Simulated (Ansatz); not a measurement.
Consider C₂H₈BNOSi (SMILES N=CC([SiH3])BO).

```yaml
atoms:
  - { symbol: N, position_ang: [-0.7449, -1.9449, 1.8263] }
  - { symbol: C, position_ang: [-0.0561, -0.9790, 1.3046] }
  - { symbol: C, position_ang: [-0.4025, -0.0615, 0.1641] }
  - { symbol: Si, position_ang: [0.7838, -0.4648, -1.3516] }
  - { symbol: B, position_ang: [-0.2200, 1.4887, 0.4145] }
  - { symbol: O, position_ang: [0.6531, 2.0316, 1.3427] }
  - { symbol: H, position_ang: [-1.6639, -2.0784, 1.3489] }
  - { symbol: H, position_ang: [0.9347, -0.8107, 1.7669] }
  - { symbol: H, position_ang: [-1.4272, -0.2588, -0.2093] }
  - { symbol: H, position_ang: [0.6433, 0.5809, -2.4351] }
  - { symbol: H, position_ang: [0.4370, -1.8270, -1.9097] }
  - { symbol: H, position_ang: [2.2128, -0.4760, -0.8532] }
  - { symbol: H, position_ang: [-0.8213, 2.3009, -0.2378] }
  - { symbol: H, position_ang: [1.1581, 1.4166, 1.9251] }
```

Method: Ansatz 0.2.0, RKS PBE-D4/6-31G.

> What will maps of the electron density and electron localisation function show?

B–O (1.39 Å): the density is about 1.8 e/Å³ at the midpoint; the ELF peaks at about 0.90 between the atoms (a shared but strongly polarised pair).
C–B (1.58 Å): ρ is about 1.3 e/Å³ halfway; the ELF peaks at about 0.95 between the atoms: a covalent bond.
O–H (0.99 Å): ρ is about 3.3 e/Å³ halfway; the ELF climbs to about 1 towards the hydrogen, as it does in any bond to H; an ordinary covalent bond to hydrogen.

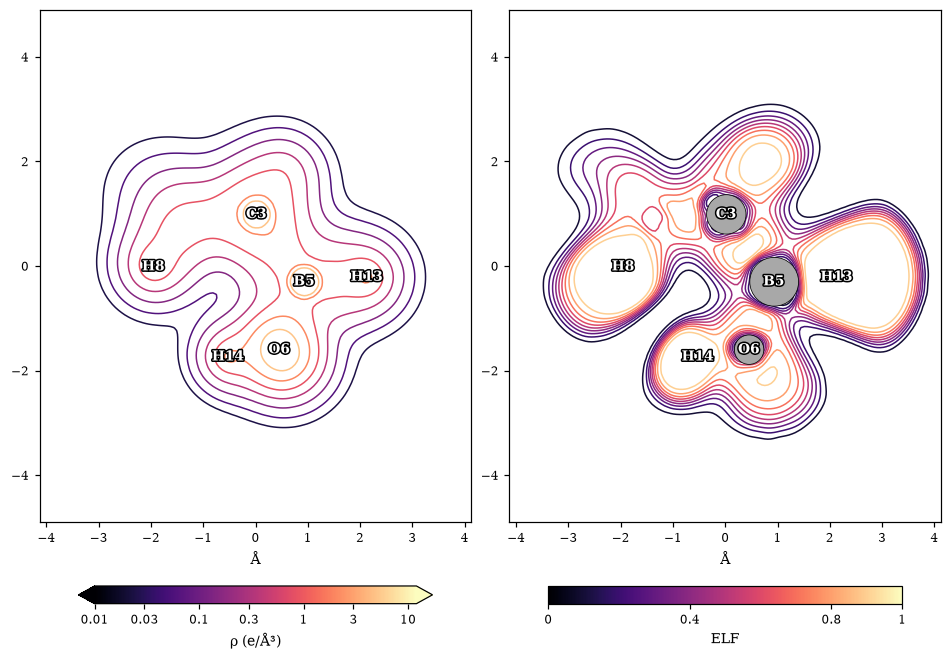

Computed electron density and electron localisation function on the plane of atoms C3, B5 and O6, in this order. Grey discs cover the atomic cores in the ELF map. 
